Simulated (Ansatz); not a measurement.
```yaml
atoms:
  - { symbol: C, position_ang: [0.3110, -0.1216, -2.2311] }
  - { symbol: Cu, position_ang: [-0.5852, -2.8901, -0.5821] }
  - { symbol: Se, position_ang: [1.0848, -1.6973, -1.2847] }
  - { symbol: H, position_ang: [-0.4599, 0.3523, -1.6263] }
  - { symbol: H, position_ang: [1.1467, 0.5540, -2.4167] }
  - { symbol: H, position_ang: [-0.0945, -0.4916, -3.1732] }
  - { symbol: H, position_ang: [1.4409, -0.9502, -0.0503] }
```

Geometry: B3LYP/6-31G*.

The calculation used isolated molecule in a Gaussian basis; Kohn-Sham density functional theory, functional PBE0 in Ansatz.

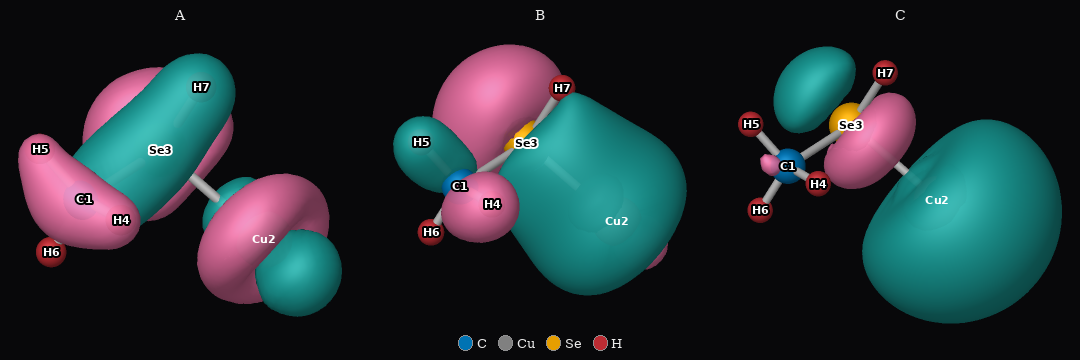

CH4CuSe (charge +1). Three frontier orbitals at ±0.08 Å⁻³ᐟ² (teal and pink are the two phases), in no order.

Question: Order the three orbitals by energy and name them.

Answer: A is the HOMO−1 (−13.77 eV). Its weight (Hirshfeld) is mainly on Cu2 (about 65 %), Se3 (about 20 %) and C1 (about 5 %). B is the HOMO (−12.85 eV). It lies mainly on Cu2 (about 50 %) and Se3 (about 40 %). C is the LUMO (−7.27 eV). It lies mainly on Cu2 (about 85 %) and Se3 (about 15 %).

Question: What is the HOMO–LUMO gap?

Answer: 5.58 eV between the orbital energies.
